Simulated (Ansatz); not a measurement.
Consider H$_{4}$C$_{2}$O.

The calculation's input:

```
crystal:
  lattice:
    - [4.6337520729, 0.0, -0.0014936733]
    - [0.0, 8.2716601644, 0.0]
    - [-3.4818044179, 0.0, 6.4479572775]
  atoms:
    - { symbol: H, position: [0.8388081543, 0.6101377854, 0.561113819] }
    - { symbol: H, position: [0.1611918457, 0.1101377854, 0.938886181] }
    - { symbol: H, position: [0.1611918457, 0.3898622146, 0.438886181] }
    - { symbol: H, position: [0.8388081543, 0.8898622146, 0.061113819] }
    - { symbol: H, position: [0.9300472981, 0.4366668931, 0.7363391667] }
    - { symbol: H, position: [0.0699527019, 0.9366668931, 0.7636608333] }
    - { symbol: H, position: [0.0699527019, 0.5633331069, 0.2636608333] }
    - { symbol: H, position: [0.9300472981, 0.0633331069, 0.2363391667] }
    - { symbol: H, position: [0.5777250365, 0.555238957, 0.8758005635] }
    - { symbol: H, position: [0.4222749635, 0.055238957, 0.6241994365] }
    - { symbol: H, position: [0.4222749635, 0.444761043, 0.1241994365] }
    - { symbol: H, position: [0.5777250365, 0.944761043, 0.3758005635] }
    - { symbol: H, position: [0.4789027825, 0.7273807992, 0.6975663026] }
    - { symbol: H, position: [0.5210972175, 0.2273807992, 0.8024336974] }
    - { symbol: H, position: [0.5210972175, 0.2726192008, 0.3024336974] }
    - { symbol: H, position: [0.4789027825, 0.7726192008, 0.1975663026] }
    - { symbol: C, position: [0.8511064154, 0.5610677739, 0.701313236] }
    - { symbol: C, position: [0.1488935846, 0.0610677739, 0.798686764] }
    - { symbol: C, position: [0.1488935846, 0.4389322261, 0.298686764] }
    - { symbol: C, position: [0.8511064154, 0.9389322261, 0.201313236] }
    - { symbol: C, position: [0.6449016176, 0.6297689686, 0.7807381385] }
    - { symbol: C, position: [0.3550983824, 0.1297689686, 0.7192618615] }
    - { symbol: C, position: [0.3550983824, 0.3702310314, 0.2192618615] }
    - { symbol: C, position: [0.6449016176, 0.8702310314, 0.2807381385] }
    - { symbol: O, position: [0.9859285203, 0.6691579257, 0.8744090561] }
    - { symbol: O, position: [0.0140714797, 0.1691579257, 0.6255909439] }
    - { symbol: O, position: [0.0140714797, 0.3308420743, 0.1255909439] }
    - { symbol: O, position: [0.9859285203, 0.8308420743, 0.3744090561] }
basis:
  ecutwfc: 420
kpoints:
  mp_grid: { grid: [6, 4, 4] }
hamiltonian:
  xc: pbe
  dispersion: d3bj
scf:
  occupations: { method: gaussian, width: 0.02 }
output:
  forces: true
  stress: true
  eigenvalues: true
  write_density: true
  write_potential: true
  elf: true
  volumetric_format: npy
relax:
  adjacent_minimum: "off"
  f_tol: 0.01
  max_steps: 30
  cell: { stress_tol: 0.1, fix: [volume] }
```

Command:

```sh
ansatz run input.yaml --threads 8 --pin off --max-ram 22528MiB --backend cpu --events-out ev --progress --plain --runs-dir out
```

Below, planes, directions and counts refer to the conventional cell (a = 4.63 Å, b = 8.29 Å, c = 7.30 Å, α = 90.00°, β = 118.09°, γ = 90.00°).

The fields are those of the run's last geometry, not of the input's.

Space group P2₁/c; changed on purpose from its base cell (volume × 0.97, shape and atoms relaxed).

Computed with Ansatz, DFT PBE+D3(BJ), scalar-relativistic, plane waves, PAW.

> What can the converged valence pseudo-density and electron localisation function tell about the bonding?

C–H (1.09 Å): the density is about 2 e/Å³ at the midpoint; the ELF climbs to about 1 towards the hydrogen, as it does in any bond to H: a covalent bond by its length.

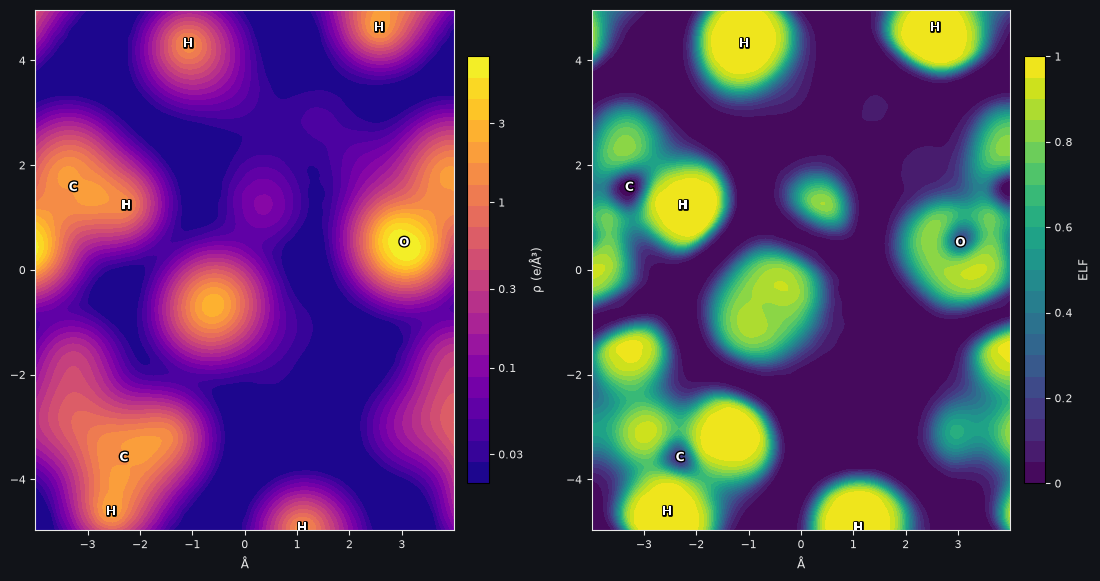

Computed valence pseudo-density and electron localisation function on the (110) plane of the conventional cell, in this order. Atoms just off the plane (H, 0.3 Å away, C, 0.7 Å away and O, 0.5 Å away) can leave unmarked features too.

Core electrons are frozen (PAW), and the valence fields are smoothed inside the atomic spheres.
